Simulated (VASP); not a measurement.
Band structure of Zr$_{2}$As$_{3}$Se (space group P4mm). These are PBEsol GGA, VASP's PBE PAW potentials (set 64) (plane waves; VASP 6.6.1) values and carry that method's errors.

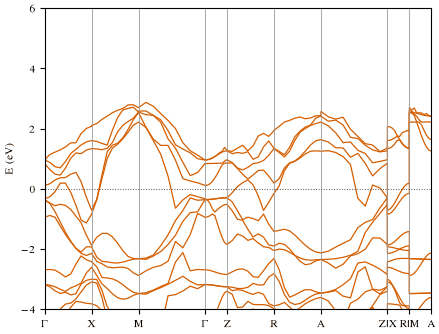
Bands along high-symmetry lines, zero at the valence-band maximum or, without a gap, the Fermi level

### Question
Read the plot: is there a gap, and where are the band edges?

### Answer
It has no gap at this level: it comes out as a metal or semimetal. (Edges off the drawn lines would not show.)

The structure comes from a computed database's Zr2As3Se entry (P4mm); how it stands against other phases isn't given here. It was relaxed first. The electron count is odd and the run is not spin-polarised, which forces a metal.
